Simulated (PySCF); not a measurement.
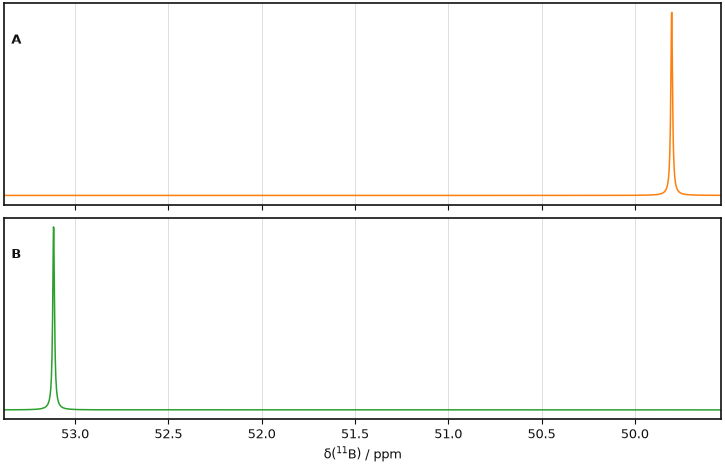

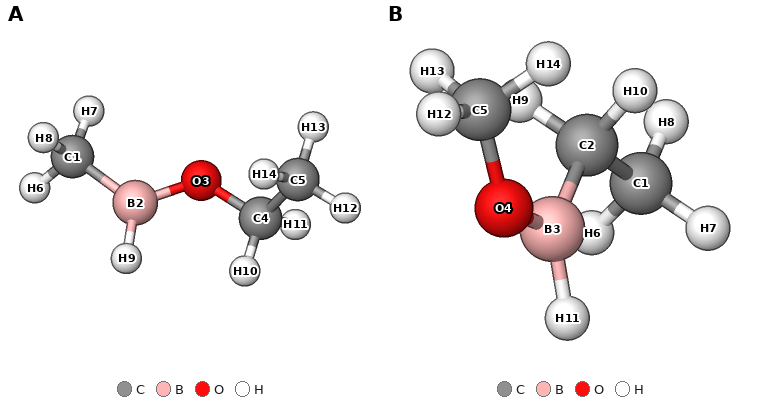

Related molecules: A is C₃H₉BO, SMILES CBOCC; B is C₃H₉BO, SMILES CCBOC. GIAO ¹¹B shifts against BF₃.OEt₂, ωB97X-D/pcSseg-2 with PySCF, at a PBE0-D3(BJ)/def2-SVP geometry (no frequency check); fully decoupled, line heights follow the number of nuclei within a panel, widths are arbitrary (no quadrupolar broadening); values of one conformer, averaged over nuclei that symmetry or rotation about single bonds exchange, these motions taken as fast; other conformers aren't averaged in.

Q: How does the ¹¹B shift respond?

A: From A (49.8 ppm) to B (53.1 ppm) the nucleus is deshielded by 3.3 ppm.
